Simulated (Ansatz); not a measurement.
The calculation's input:

```
crystal:
  lattice:
    - [7.7939736403, 0.0, 0.0]
    - [0.0, 3.2722011813, 0.0]
    - [-3.896559131, 0.0, 7.0535855086]
  atoms:
    - { symbol: Li, position: [0.0, 0.0, 0.0] }
    - { symbol: Hf, position: [0.2739548914, 0.0, 0.8222520229] }
    - { symbol: Hf, position: [0.4039920642, 0.5, 0.1677196768] }
    - { symbol: Hf, position: [0.7260451086, 0.0, 0.1777479771] }
    - { symbol: Hf, position: [0.5960079358, 0.5, 0.8322803232] }
    - { symbol: Br, position: [0.5, 0.0, 0.5] }
    - { symbol: Br, position: [0.0, 0.5, 0.5] }
basis:
  ecutwfc: 420
kpoints:
  mp_grid: { grid: [6, 10, 6] }
hamiltonian:
  xc: pbe
scf:
  occupations: { method: gaussian, width: 0.1 }
output:
  forces: true
  stress: true
  eigenvalues: true
  write_density: true
  write_potential: true
  elf: true
  volumetric_format: npy
relax:
  adjacent_minimum: "off"
  f_tol: 0.01
  max_steps: 80
  cell: { stress_tol: 0.05 }
```

Command:

```sh
ansatz run input.yaml --threads 1 --pin off --max-ram 2560MiB --backend cpu --events-out ev --progress --plain --runs-dir out
```

Below, planes, directions and counts refer to the conventional cell (a = 7.84 Å, b = 3.28 Å, c = 8.03 Å, α = 90.00°, β = 118.69°, γ = 90.00°).

The fields are those of the relaxed geometry.

Space group P2/m; a structure from a database of computed crystals, not necessarily the ambient phase; a generated structure, not necessarily the stable one; computed without spin polarisation.

The calculation used DFT PBE, scalar-relativistic, plane waves, PAW (Ansatz).

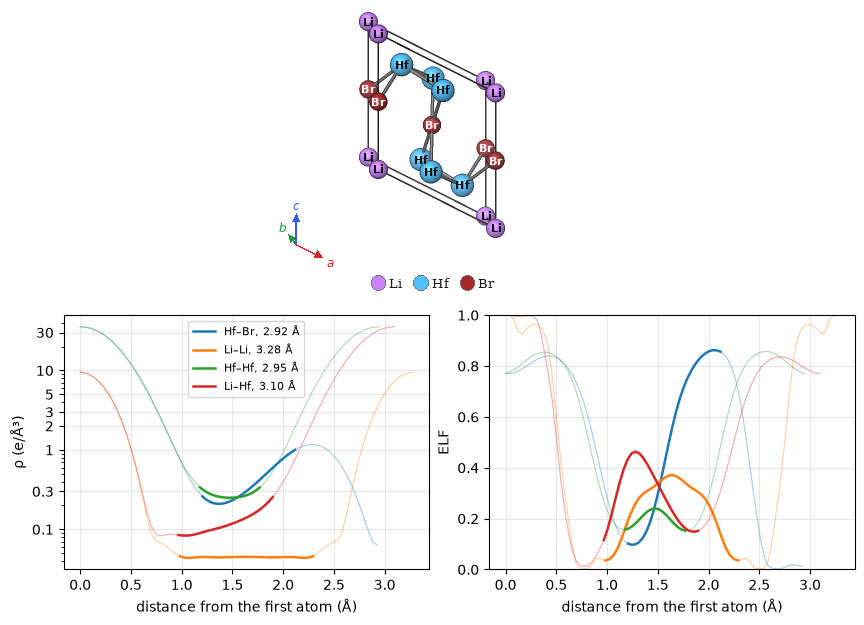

LiHf4Br2. Valence charge density (pseudo) and ELF along straight lines between neighbouring atoms. Thin, pale parts lie inside the atomic spheres. The structure is drawn too.

The density is the valence pseudo-density of a PAW calculation; it isn't the true density close to the nuclei.

> Compare the contacts.

Hf–Br (2.92 Å): ρ is about 0.22 e/Å³ halfway; the ELF is about 0.25 at the midpoint (no shared electron pair shows on this line).
Li–Li (3.28 Å): ρ at the midpoint is about 0.05 e/Å³; the ELF is about 0.35 at the midpoint.
Hf–Hf (2.95 Å): the density is about 0.25 e/Å³ at the midpoint; the ELF is about 0.25 at the midpoint; no localised pair shows between them.
Li–Hf (3.10 Å): ρ at the midpoint is about 0.12 e/Å³, with its minimum of 0.08 e/Å³ about 1.0 Å from Li; the ELF is about 0.30 at the midpoint (no localised pair shows between them).
